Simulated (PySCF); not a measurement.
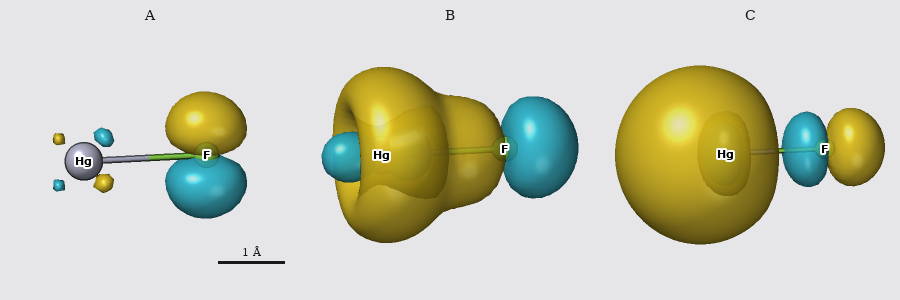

*HgF (charge +1). Three frontier orbitals, each drawn at the value that holds 80 % of its norm (yellow and cyan are the two phases), in no order; of a degenerate pair one member is drawn.*

Core potentials replace the inner electrons of Hg.

All numbers below come from PBE0/def2-SVPD, non-relativistic Hamiltonian with scalar-relativistic core potentials where named, at a bond length of 1.941 Å in PySCF.

Name the orbitals and rank them from lowest to highest energy.

Answer. Orbital B: σ, occupied, −18.02 eV; shared between the atoms (Hg 50 %, F 50 %).
Orbital A: π, occupied, −17.32 eV; mainly on F (90 %).
Orbital C: σ, empty, −12.48 eV; mainly on Hg (80 %).
